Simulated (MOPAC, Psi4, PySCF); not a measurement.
Interaction energy of C3H10Si ··· HCl (SMILES C[SiH](C)C and Cl). Monomers: optimised at B3LYP-D3(BJ) (def2-SVP and def2-TZVP), held rigid. Orientation: lowest of the rigid-body minima from ten starts at GFN2-xTB. Only R, the distance of the centres of mass, is varied, so the lowest point isn't the relaxed dimer.

Geometry at R = 4.34 Å (first 14 atoms: monomer A):
```
16

Si     0.0565     0.2164     0.4465
C     -0.9180     1.3803    -0.6760
C      1.7629    -0.1170    -0.2892
C     -0.8822    -1.4064     0.6701
H      0.2258     0.8656     1.7860
H     -1.0631     0.9307    -1.6726
H     -1.9137     1.5994    -0.2570
H     -0.3911     2.3388    -0.8121
H      2.3537    -0.7856     0.3579
H      1.6744    -0.5968    -1.2784
H      2.3325     0.8178    -0.4178
H     -1.0245    -1.9115    -0.3000
H     -1.8780    -1.2349     1.1101
H     -0.3351    -2.0968     1.3325
Cl     1.5031     1.7318    -3.6447
H      1.2296     1.3107    -2.4651
```

Levels of theory: PBE/def2-TZVP, counterpoise-corrected (Psi4); PBE-D3(BJ)/def2-TZVP, counterpoise-corrected (Psi4); PM3, restricted, heats of formation (MOPAC); SAPT0/jun-cc-pVDZ, frozen core (Psi4); RKS-BP86/6-31G* = PySCF with restricted BP86/6-31G*, spherical d, no counterpoise correction.

Interaction energies in kcal/mol (negative: bound); R is the distance of the centres of mass, d the H10···H16 distance.

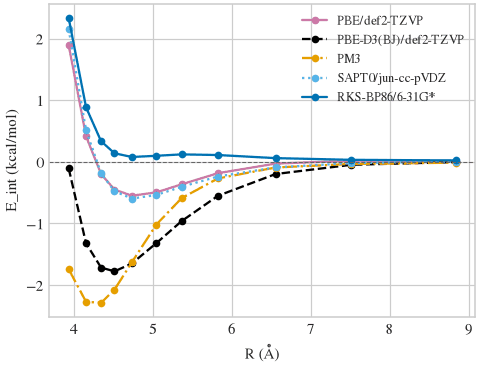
Fig. 1. Interaction energy against separation.

| R / Å | d / Å | PBE/def2-TZVP | PBE-D3(BJ)/def2-TZVP | PM3 | SAPT0/jun-cc-pVDZ | RKS-BP86/6-31G* |
|---|---|---|---|---|---|---|
| 3.93 | 2.03 | 1.90 | -0.11 | -1.74 | 2.15 | 2.34 |
| 4.15 | 2.16 | 0.42 | -1.32 | -2.27 | 0.51 | 0.89 |
| 4.34 | 2.29 | -0.20 | -1.71 | -2.29 | -0.18 | 0.34 |
| 4.51 | 2.41 | -0.45 | -1.78 | -2.07 | -0.48 | 0.14 |
| 4.73 | 2.58 | -0.55 | -1.65 | -1.63 | -0.60 | 0.08 |
| 5.04 | 2.82 | -0.50 | -1.32 | -1.02 | -0.54 | 0.10 |
| 5.36 | 3.09 | -0.36 | -0.96 | -0.59 | -0.40 | 0.12 |
| 5.82 | 3.49 | -0.18 | -0.55 | -0.27 | -0.24 | 0.11 |
| 6.55 | 4.15 | -0.03 | -0.20 | -0.09 | -0.09 | 0.06 |
| 7.51 | 5.04 | 0.02 | -0.05 | -0.03 | -0.02 | 0.03 |
| 8.83 | 6.30 | 0.02 | 0.00 | -0.01 | 0.00 | 0.02 |

Lowest grid point: PBE/def2-TZVP -0.55 kcal/mol at R = 4.73 Å; PBE-D3(BJ)/def2-TZVP -1.78 kcal/mol at R = 4.51 Å; PM3 -2.29 kcal/mol at R = 4.34 Å; SAPT0/jun-cc-pVDZ -0.60 kcal/mol at R = 4.73 Å; RKS-BP86/6-31G* 0.02 kcal/mol at R = 8.83 Å.
